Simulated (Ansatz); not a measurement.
## Energy over volume and axial ratio for Sc3TlB (anti-perovskite)

Sc₃TlB (anti-perovskite)

```
CELL_PARAMETERS angstrom
      4.63267     0.00000     0.00000
      0.00000     4.63267     0.00000
      0.00000     0.00000     4.63267
ATOMIC_POSITIONS crystal
  Sc 0.00000 0.50000 0.50000
  Sc 0.50000 0.00000 0.50000
  Sc 0.50000 0.50000 0.00000
  Tl 0.00000 0.00000 0.00000
  B  0.50000 0.50000 0.50000
```

Grid over V/V₀ and (c/a)/(c/a)₀, subscript 0 meaning the relaxed cell; the conventional c axis lies along z; no internal relaxation.

Calculation: PBEsol (plane waves to 420 eV, PAW, scalar-relativistic; Ansatz, an electronic-structure program). k mesh 10×10×10 (Γ-centred), Fermi-Dirac smearing 0.05 eV. The energy includes the smearing's −TS. Compression counts positive. With partly filled bands, the response to shear is sensitive to the k mesh, so small differences along c/a are uncertain. Sc3TlB is run without spin polarisation. Sc3TlB was relaxed with its symmetry unable to fall. Spin-orbit coupling is left out, though Tl is heavy. ΔE is measured from the relaxed starting cell.

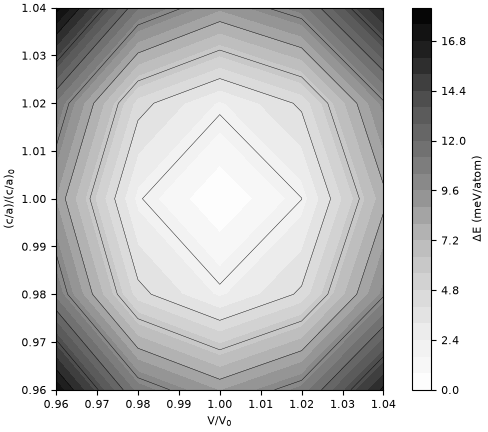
Figure. ΔE (meV/atom) over the 5×5 grid of computed points.

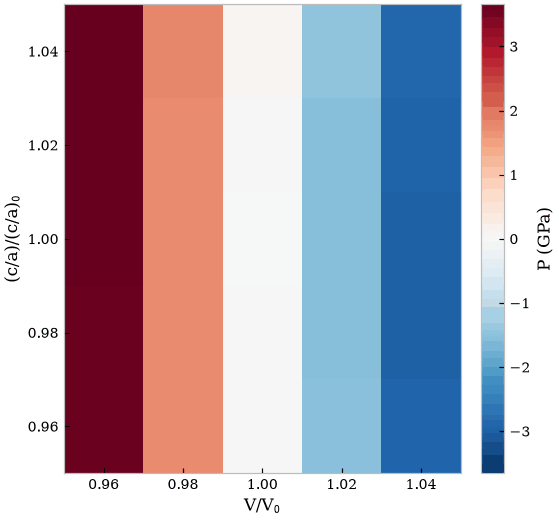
*P (GPa) over the 5×5 grid of computed points.*

The shear modulus C′ = (C11 − C12)/2 (fit, atoms clamped) is 68 GPa. Highest place on the grid: V/V₀ = 0.960, (c/a)/(c/a)₀ = 1.040 (18 meV/atom). Lowest place on the grid: V/V₀ = 1.000, (c/a)/(c/a)₀ = 1.000 (0 meV/atom).

Near the relaxed cell σzz − σxx = −2Cδ (compression positive), C being this modulus and δ the logarithm of the ratio.

(A scan under strain: stresses follow from slopes of the energy per volume, elastic moduli from its curvatures.)
